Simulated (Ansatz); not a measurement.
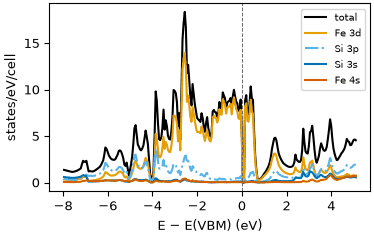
*Total and projected density of states of FeSi in space group P2_13 (No. 198; Fe on 4a, Si on 4a), DFT-LDA in the program Ansatz with PAW potentials*

Question: Which orbitals carry the states next to the gap?

Answer: Top 1 eV of the valence band: Fe 3d 92 %. Bottom 1 eV of the conduction band: Fe 3d 86 %, Si 3p 10 %. Projections are on Löwdin-orthogonalised atomic valence shells; empty p or d shells of many metals are not among them.

Question: Where is the tallest occupied peak in this window, and what makes it?

Answer: Near -2.6 eV, about 18 states/eV per cell; the largest projected share is Fe 3d.

The LDA relaxation kept the symmetry of its start. No spin polarisation was allowed.

Potentials: the later of the program's two PAW sets.
